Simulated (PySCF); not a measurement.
# BeH$_{2}$O$_{2}$: geometry relaxation (part 4 of 4)

BeH$_{2}$O$_{2}$ (Be(OH)2), SMILES [OH][Be][OH]; HF/def2-SVPD, RHF (PySCF 2.14.0). The geometry comes from this level: GFN2-xTB.

Geometry of the input (Å):
```
Be 0.0026  -0.0047  0.0016
O  -0.1777  0.4086  1.3111
H  -0.3101  0.7100  2.1908
O  0.1857  -0.4258  -1.3044
H  0.2995  -0.6880  -2.1992
```

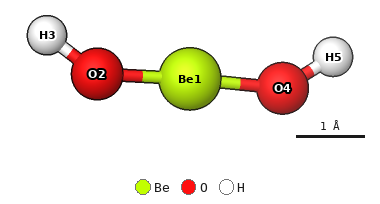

Figure 1. The geometry at step 20 of the log (ball-and-stick view, seen at a tilt; atoms are numbered from 1 in the order of the input).

```
Step   40 : Displace = 3.225e-05/4.472e-05 (rms/max) Trust = 3.000e-01 (+) Grad = 6.611e-07/1.033e-06 (rms/max) E (change) = -165.5313988415 (-6.310e-11) Quality = 1.294
Hessian Eigenvalues: 2.43686e-03 8.41774e-03 1.76691e-02 ... 4.76531e-01 6.26326e-01 6.48375e-01
Converged! =D

converged: True
Be          0.05095362       -0.10693087        0.04118437
O           0.01245666        0.36807294        1.37994388
H          -0.59219996        0.72951779        1.99607762
O           0.10489653       -0.61434938       -1.28509032
H           0.42389316       -0.37631048       -2.13211555
converged SCF energy = -165.531398841472
total energy: -165.53139884 hartree
```

**Trajectory as extended XYZ (Å, eV, eV/Å), 41 frames, from step=0 to step=40**
```
5
Properties=species:S:1:pos:R:3:forces:R:3 step=0 energy=-4504.28130
Be    0.0026   -0.0047    0.0016   -0.0025   0.0025   0.0216
O    -0.1777    0.4086    1.3111   -0.1710   0.3924   1.1856
H    -0.3101    0.7100    2.1908    0.0926  -0.2107  -0.6232
O     0.1857   -0.4258   -1.3044    0.1636  -0.3748  -1.2238
H     0.2995   -0.6880   -2.1992   -0.0827   0.1905   0.6397
5
Properties=species:S:1:pos:R:3:forces:R:3 step=1 energy=-4504.29650
Be    0.0028   -0.0056    0.0021   -0.0009  -0.0002   0.0044
O    -0.1793    0.4123    1.3234    0.0080  -0.0166  -0.0359
H    -0.3105    0.7111    2.1919   -0.0163   0.0369   0.0968
O     0.1875   -0.4299   -1.3166   -0.0021   0.0058   0.0371
H     0.2995   -0.6878   -2.2008    0.0113  -0.0260  -0.1025
5
Properties=species:S:1:pos:R:3:forces:R:3 step=2 energy=-4504.29679
Be    0.0031   -0.0063    0.0024   -0.0014   0.0016   0.0002
O    -0.1794    0.4125    1.3250    0.0016  -0.0024   0.0063
H    -0.3112    0.7127    2.1947   -0.0015   0.0032  -0.0020
O     0.1878   -0.4307   -1.3180    0.0031  -0.0064  -0.0039
H     0.2997   -0.6881   -2.2041   -0.0017   0.0040  -0.0006
5
Properties=species:S:1:pos:R:3:forces:R:3 step=3 energy=-4504.29680
Be    0.0033   -0.0069    0.0027   -0.0019   0.0032  -0.0012
O    -0.1792    0.4122    1.3252    0.0025  -0.0047   0.0023
H    -0.3115    0.7133    2.1946   -0.0015   0.0030  -0.0027
O     0.1880   -0.4311   -1.3180    0.0027  -0.0057   0.0016
H     0.2995   -0.6875   -2.2044   -0.0019   0.0043  -0.0001
5
Properties=species:S:1:pos:R:3:forces:R:3 step=4 energy=-4504.29685
Be    0.0047   -0.0107    0.0041   -0.0050   0.0133  -0.0079
O    -0.1782    0.4101    1.3266    0.0064  -0.0149  -0.0094
H    -0.3133    0.7177    2.1932   -0.0015   0.0028  -0.0044
O     0.1891   -0.4338   -1.3175    0.0023  -0.0063   0.0205
H     0.2977   -0.6832   -2.2063   -0.0023   0.0051   0.0011
5
Properties=species:S:1:pos:R:3:forces:R:3 step=5 energy=-4504.29694
Be    0.0077   -0.0185    0.0070   -0.0110   0.0321  -0.0184
O    -0.1758    0.4050    1.3291    0.0125  -0.0309  -0.0215
H    -0.3173    0.7269    2.1896   -0.0020   0.0034  -0.0062
O     0.1917   -0.4399   -1.3159    0.0035  -0.0115   0.0444
H     0.2937   -0.6735   -2.2098   -0.0032   0.0069   0.0017
5
Properties=species:S:1:pos:R:3:forces:R:3 step=6 energy=-4504.29977
Be    0.0429   -0.1084    0.0402   -0.0778   0.2422  -0.1154
O    -0.1457    0.3428    1.3587    0.0755  -0.1968  -0.0854
H    -0.3621    0.8290    2.1215   -0.0174   0.0327   0.0036
O     0.2238   -0.5144   -1.2955    0.0333  -0.1070   0.2343
H     0.2411   -0.5490   -2.2249   -0.0136   0.0289  -0.0371
5
Properties=species:S:1:pos:R:3:forces:R:3 step=7 energy=-4504.30396
Be    0.0392   -0.0944    0.0349   -0.0572   0.1679  -0.0661
O    -0.1445    0.3409    1.3562    0.0411  -0.1058   0.0385
H    -0.3609    0.8226    2.1223   -0.0108   0.0192  -0.0185
O     0.2242   -0.5149   -1.2918    0.0406  -0.1113   0.0441
H     0.2419   -0.5542   -2.2216   -0.0137   0.0300   0.0020
5
Properties=species:S:1:pos:R:3:forces:R:3 step=8 energy=-4504.30714
Be    0.0334   -0.0715    0.0265   -0.0230   0.0471  -0.0041
O    -0.1421    0.3371    1.3557    0.0146  -0.0252   0.0879
H    -0.3600    0.8143    2.1243   -0.0128   0.0255  -0.0165
O     0.2262   -0.5185   -1.2884    0.0355  -0.0806  -0.0641
H     0.2425   -0.5614   -2.2180   -0.0143   0.0332  -0.0031
5
Properties=species:S:1:pos:R:3:forces:R:3 step=9 energy=-4504.30802
Be    0.0328   -0.0677    0.0251   -0.0136   0.0154   0.0032
O    -0.1404    0.3341    1.3577    0.0135  -0.0179   0.0649
H    -0.3614    0.8156    2.1229   -0.0132   0.0268  -0.0198
O     0.2281   -0.5228   -1.2878    0.0287  -0.0604  -0.0472
H     0.2409   -0.5592   -2.2179   -0.0154   0.0362  -0.0010
5
Properties=species:S:1:pos:R:3:forces:R:3 step=10 energy=-4504.31142
Be    0.0349   -0.0657    0.0245    0.0132  -0.0729   0.0191
O    -0.1314    0.3171    1.3678    0.0150  -0.0081  -0.0197
H    -0.3706    0.8303    2.1072   -0.0167   0.0349  -0.0237
O     0.2379   -0.5452   -1.2840    0.0070   0.0013   0.0298
H     0.2292   -0.5366   -2.2155   -0.0186   0.0449  -0.0055
5
Properties=species:S:1:pos:R:3:forces:R:3 step=11 energy=-4504.31640
Be    0.0452   -0.0795    0.0288    0.0639  -0.2220   0.0596
O    -0.1101    0.2758    1.3895    0.0037   0.0340  -0.1184
H    -0.3927    0.8697    2.0508   -0.0202   0.0430  -0.0095
O     0.2608   -0.5978   -1.2736   -0.0328   0.1076   0.0980
H     0.1968   -0.4683   -2.1956   -0.0145   0.0375  -0.0297
5
Properties=species:S:1:pos:R:3:forces:R:3 step=12 energy=-4504.32069
Be    0.0526   -0.0997    0.0360    0.0571  -0.1887   0.0417
O    -0.1050    0.2657    1.3959    0.0030   0.0261  -0.1210
H    -0.3996    0.8861    2.0280   -0.0131   0.0269  -0.0171
O     0.2661   -0.6105   -1.2724   -0.0379   0.1105   0.1048
H     0.1859   -0.4415   -2.1876   -0.0092   0.0252  -0.0084
5
Properties=species:S:1:pos:R:3:forces:R:3 step=13 energy=-4504.32743
Be    0.0745   -0.1651    0.0600   -0.0104   0.0452  -0.0415
O    -0.0983    0.2517    1.4033    0.0171  -0.0435  -0.0197
H    -0.4122    0.9214    1.9744   -0.0011  -0.0023  -0.0212
O     0.2714   -0.6239   -1.2700   -0.0063   0.0001   0.0602
H     0.1646   -0.3840   -2.1677    0.0007   0.0004   0.0222
5
Properties=species:S:1:pos:R:3:forces:R:3 step=14 energy=-4504.32731
Be    0.0781   -0.1687    0.0608    0.0189  -0.0365   0.0013
O    -0.0908    0.2374    1.4092   -0.0007   0.0040  -0.0142
H    -0.4182    0.9302    1.9445   -0.0060   0.0096   0.0167
O     0.2783   -0.6399   -1.2655   -0.0201   0.0383   0.0229
H     0.1525   -0.3590   -2.1490    0.0080  -0.0154  -0.0267
5
Properties=species:S:1:pos:R:3:forces:R:3 step=15 energy=-4504.32787
Be    0.0762   -0.1646    0.0597    0.0063  -0.0094  -0.0059
O    -0.0937    0.2431    1.4065    0.0022  -0.0020   0.0010
H    -0.4157    0.9253    1.9582   -0.0023   0.0014  -0.0014
O     0.2749   -0.6321   -1.2667   -0.0118   0.0198   0.0081
H     0.1583   -0.3718   -2.1576    0.0056  -0.0098  -0.0018
5
Properties=species:S:1:pos:R:3:forces:R:3 step=16 energy=-4504.32796
Be    0.0751   -0.1616    0.0590    0.0013  -0.0017  -0.0059
O    -0.0947    0.2454    1.4054    0.0048  -0.0057   0.0078
H    -0.4147    0.9226    1.9641   -0.0033   0.0035  -0.0037
O     0.2730   -0.6279   -1.2670   -0.0062   0.0086   0.0027
H     0.1613   -0.3786   -2.1615    0.0034  -0.0048  -0.0008
5
Properties=species:S:1:pos:R:3:forces:R:3 step=17 energy=-4504.32798
Be    0.0750   -0.1610    0.0591   -0.0004   0.0006  -0.0059
O    -0.0946    0.2455    1.4056    0.0051  -0.0055   0.0102
H    -0.4148    0.9222    1.9649   -0.0031   0.0031  -0.0044
O     0.2722   -0.6263   -1.2670   -0.0045   0.0053  -0.0004
H     0.1622   -0.3804   -2.1625    0.0029  -0.0035   0.0005
5
Properties=species:S:1:pos:R:3:forces:R:3 step=18 energy=-4504.32804
Be    0.0750   -0.1599    0.0597   -0.0034   0.0036  -0.0045
O    -0.0935    0.2444    1.4072    0.0053  -0.0037   0.0121
H    -0.4158    0.9220    1.9645   -0.0026   0.0019  -0.0046
O     0.2702   -0.6226   -1.2668   -0.0011  -0.0010  -0.0051
H     0.1642   -0.3838   -2.1646    0.0019  -0.0008   0.0022
5
Properties=species:S:1:pos:R:3:forces:R:3 step=19 energy=-4504.32808
Be    0.0752   -0.1597    0.0608   -0.0044   0.0036  -0.0025
O    -0.0916    0.2420    1.4100    0.0045  -0.0007   0.0090
H    -0.4176    0.9228    1.9613   -0.0019   0.0002  -0.0029
O     0.2683   -0.6196   -1.2665    0.0005  -0.0044  -0.0059
H     0.1657   -0.3855   -2.1657    0.0013   0.0012   0.0024
5
Properties=species:S:1:pos:R:3:forces:R:3 step=20 energy=-4504.32810
Be    0.0755   -0.1602    0.0618   -0.0027   0.0013  -0.0007
O    -0.0899    0.2398    1.4122    0.0032   0.0016   0.0028
H    -0.4191    0.9240    1.9576   -0.0014  -0.0009  -0.0005
O     0.2674   -0.6187   -1.2661   -0.0003  -0.0037  -0.0028
H     0.1662   -0.3849   -2.1655    0.0012   0.0017   0.0012
5
Properties=species:S:1:pos:R:3:forces:R:3 step=21 energy=-4504.32811
Be    0.0755   -0.1607    0.0620   -0.0010   0.0000   0.0002
O    -0.0895    0.2392    1.4127    0.0026   0.0020  -0.0003
H    -0.4195    0.9245    1.9563   -0.0014  -0.0011   0.0003
O     0.2674   -0.6193   -1.2660   -0.0016  -0.0021  -0.0003
H     0.1660   -0.3837   -2.1650    0.0014   0.0013   0.0002
5
Properties=species:S:1:pos:R:3:forces:R:3 step=22 energy=-4504.32811
Be    0.0754   -0.1610    0.0620    0.0003  -0.0006   0.0008
O    -0.0892    0.2392    1.4127    0.0022   0.0019  -0.0020
H    -0.4197    0.9246    1.9558   -0.0015  -0.0012   0.0006
O     0.2675   -0.6200   -1.2660   -0.0027  -0.0010   0.0009
H     0.1661   -0.3827   -2.1645    0.0016   0.0009  -0.0004
5
Properties=species:S:1:pos:R:3:forces:R:3 step=23 energy=-4504.32811
Be    0.0752   -0.1614    0.0620    0.0020  -0.0010   0.0014
O    -0.0888    0.2393    1.4127    0.0018   0.0017  -0.0034
H    -0.4203    0.9245    1.9554   -0.0016  -0.0012   0.0009
O     0.2674   -0.6209   -1.2660   -0.0040   0.0000   0.0019
H     0.1665   -0.3816   -2.1641    0.0019   0.0005  -0.0009
5
Properties=species:S:1:pos:R:3:forces:R:3 step=24 energy=-4504.32813
Be    0.0746   -0.1623    0.0619    0.0068  -0.0018   0.0032
O    -0.0871    0.2399    1.4126    0.0006   0.0015  -0.0069
H    -0.4228    0.9238    1.9544   -0.0023  -0.0014   0.0017
O     0.2662   -0.6232   -1.2660   -0.0079   0.0021   0.0043
H     0.1690   -0.3782   -2.1630    0.0028  -0.0005  -0.0023
5
Properties=species:S:1:pos:R:3:forces:R:3 step=25 energy=-4504.32820
Be    0.0723   -0.1654    0.0618    0.0251  -0.0054   0.0103
O    -0.0785    0.2428    1.4125   -0.0033   0.0019  -0.0191
H    -0.4351    0.9195    1.9502   -0.0054  -0.0020   0.0058
O     0.2596   -0.6319   -1.2658   -0.0227   0.0093   0.0117
H     0.1817   -0.3649   -2.1586    0.0064  -0.0037  -0.0087
5
Properties=species:S:1:pos:R:3:forces:R:3 step=26 energy=-4504.32738
Be    0.0621   -0.1768    0.0603    0.1034  -0.0429   0.0470
O    -0.0394    0.2570    1.4100   -0.0269   0.0126  -0.0568
H    -0.4896    0.8942    1.9258   -0.0218   0.0053   0.0418
O     0.2273   -0.6670   -1.2661   -0.0766   0.0478   0.0311
H     0.2397   -0.3074   -2.1301    0.0219  -0.0227  -0.0630
5
Properties=species:S:1:pos:R:3:forces:R:3 step=27 energy=-4504.32828
Be    0.0672   -0.1710    0.0612    0.0628  -0.0183   0.0263
O    -0.0590    0.2502    1.4115   -0.0127   0.0055  -0.0393
H    -0.4628    0.9073    1.9403   -0.0131  -0.0009   0.0189
O     0.2433   -0.6494   -1.2659   -0.0510   0.0251   0.0228
H     0.2113   -0.3371   -2.1471    0.0140  -0.0115  -0.0287
5
Properties=species:S:1:pos:R:3:forces:R:3 step=28 energy=-4504.32855
Be    0.0668   -0.1698    0.0608    0.0607  -0.0151   0.0239
O    -0.0582    0.2521    1.4110   -0.0114   0.0045  -0.0387
H    -0.4646    0.9049    1.9430   -0.0127  -0.0025   0.0154
O     0.2412   -0.6485   -1.2662   -0.0504   0.0235   0.0233
H     0.2148   -0.3388   -2.1486    0.0138  -0.0104  -0.0239
5
Properties=species:S:1:pos:R:3:forces:R:3 step=29 energy=-4504.33162
Be    0.0640   -0.1575    0.0581    0.0400   0.0037   0.0023
O    -0.0394    0.2750    1.4059    0.0016   0.0066  -0.0143
H    -0.4975    0.8716    1.9614   -0.0127  -0.0108  -0.0010
O     0.2089   -0.6407   -1.2693   -0.0424   0.0008   0.0089
H     0.2638   -0.3483   -2.1561    0.0136  -0.0003   0.0040
5
Properties=species:S:1:pos:R:3:forces:R:3 step=30 energy=-4504.33598
Be    0.0612   -0.1409    0.0538    0.0223   0.0015  -0.0067
O    -0.0088    0.3084    1.3975    0.0074   0.0224   0.0382
H    -0.5461    0.8177    1.9690   -0.0159  -0.0031   0.0116
O     0.1605   -0.6332   -1.2726   -0.0282  -0.0247  -0.0385
H     0.3332   -0.3520   -2.1477    0.0144   0.0039  -0.0046
5
Properties=species:S:1:pos:R:3:forces:R:3 step=31 energy=-4504.33610
Be    0.0508   -0.1169    0.0449    0.0350  -0.0320   0.0051
O     0.0308    0.3593    1.3819   -0.0232   0.0363   0.0865
H    -0.6058    0.7307    1.9585   -0.0194   0.0334   0.0785
O     0.0938   -0.6261   -1.2790   -0.0028  -0.0254  -0.0924
H     0.4304   -0.3470   -2.1063    0.0104  -0.0123  -0.0776
5
Properties=species:S:1:pos:R:3:forces:R:3 step=32 energy=-4504.33823
Be    0.0614   -0.1254    0.0485   -0.0072  -0.0118   0.0032
O     0.0101    0.3392    1.3896    0.0028   0.0227   0.0248
H    -0.5796    0.7710    1.9743   -0.0004  -0.0051   0.0063
O     0.1263   -0.6301   -1.2776   -0.0025  -0.0013  -0.0263
H     0.3818   -0.3547   -2.1347    0.0073  -0.0045  -0.0081
5
Properties=species:S:1:pos:R:3:forces:R:3 step=33 energy=-4504.33847
Be    0.0567   -0.1217    0.0461    0.0050  -0.0150   0.0029
O     0.0113    0.3465    1.3867    0.0017   0.0130   0.0065
H    -0.5833    0.7606    1.9789   -0.0057   0.0004   0.0113
O     0.1209   -0.6294   -1.2797   -0.0068   0.0065  -0.0090
H     0.3945   -0.3560   -2.1320    0.0057  -0.0049  -0.0117
5
Properties=species:S:1:pos:R:3:forces:R:3 step=34 energy=-4504.33866
Be    0.0548   -0.1148    0.0435   -0.0030  -0.0106   0.0090
O     0.0151    0.3598    1.3831    0.0004   0.0008  -0.0148
H    -0.5924    0.7416    1.9842   -0.0013   0.0014   0.0084
O     0.1094   -0.6252   -1.2828    0.0018   0.0144   0.0106
H     0.4131   -0.3613   -2.1279    0.0021  -0.0061  -0.0132
5
Properties=species:S:1:pos:R:3:forces:R:3 step=35 energy=-4504.33874
Be    0.0524   -0.1123    0.0423    0.0024  -0.0087   0.0074
O     0.0136    0.3625    1.3818    0.0004  -0.0018  -0.0174
H    -0.5917    0.7379    1.9889   -0.0028   0.0016   0.0062
O     0.1086   -0.6227   -1.2838   -0.0014   0.0131   0.0129
H     0.4170   -0.3654   -2.1292    0.0013  -0.0043  -0.0091
5
Properties=species:S:1:pos:R:3:forces:R:3 step=36 energy=-4504.33882
Be    0.0510   -0.1082    0.0412    0.0007  -0.0013   0.0037
O     0.0120    0.3671    1.3801    0.0011  -0.0024  -0.0091
H    -0.5915    0.7316    1.9955   -0.0010  -0.0001  -0.0002
O     0.1063   -0.6168   -1.2850   -0.0008   0.0049   0.0066
H     0.4222   -0.3736   -2.1318    0.0000  -0.0011  -0.0010
5
Properties=species:S:1:pos:R:3:forces:R:3 step=37 energy=-4504.33883
Be    0.0508   -0.1070    0.0410   -0.0002   0.0001   0.0016
O     0.0122    0.3683    1.3797    0.0005  -0.0008  -0.0023
H    -0.5920    0.7295    1.9964   -0.0002  -0.0001  -0.0005
O     0.1051   -0.6149   -1.2852    0.0000   0.0011   0.0014
H     0.4238   -0.3759   -2.1320   -0.0001  -0.0003  -0.0001
5
Properties=species:S:1:pos:R:3:forces:R:3 step=38 energy=-4504.33883
Be    0.0509   -0.1069    0.0411   -0.0002   0.0002   0.0006
O     0.0124    0.3683    1.3798    0.0001  -0.0002  -0.0002
H    -0.5922    0.7294    1.9963    0.0000  -0.0001  -0.0002
O     0.1049   -0.6144   -1.2851    0.0001   0.0000  -0.0001
H     0.4240   -0.3763   -2.1321   -0.0001   0.0000   0.0000
5
Properties=species:S:1:pos:R:3:forces:R:3 step=39 energy=-4504.33883
Be    0.0509   -0.1069    0.0412   -0.0001   0.0001   0.0002
O     0.0124    0.3681    1.3799    0.0000   0.0000   0.0000
H    -0.5922    0.7295    1.9961    0.0000   0.0000   0.0000
O     0.1049   -0.6143   -1.2851    0.0000  -0.0001  -0.0001
H     0.4239   -0.3763   -2.1321    0.0000   0.0000   0.0000
5
Properties=species:S:1:pos:R:3:forces:R:3 step=40 energy=-4504.33883
Be    0.0510   -0.1069    0.0412    0.0000   0.0000   0.0000
O     0.0125    0.3681    1.3799    0.0000   0.0000   0.0000
H    -0.5922    0.7295    1.9961    0.0000   0.0000   0.0000
O     0.1049   -0.6143   -1.2851    0.0000   0.0000   0.0000
H     0.4239   -0.3763   -2.1321    0.0000   0.0000   0.0000
```

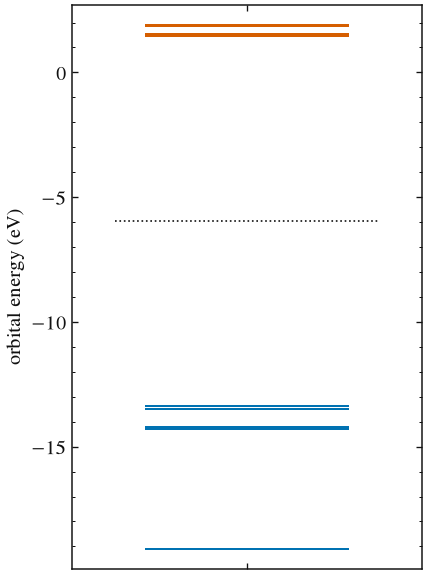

Figure 2. Orbital energies near the frontier; the dotted line parts filled from empty levels, and levels within 0.02 eV of each other stand side by side. Highest filled −13.35 eV, lowest empty 1.45 eV, 14.80 eV apart.

**Key numbers**

| quantity | value |
| --- | --- |
| outcome | converged |
| total energy | −165.531399 hartree |
| basis functions | 74 |
| HOMO | −13.35 eV |
| LUMO | 1.45 eV |
| dipole moment | 1.26 D |
| wall time | 68 s |
| peak memory | 0.16 GiB |
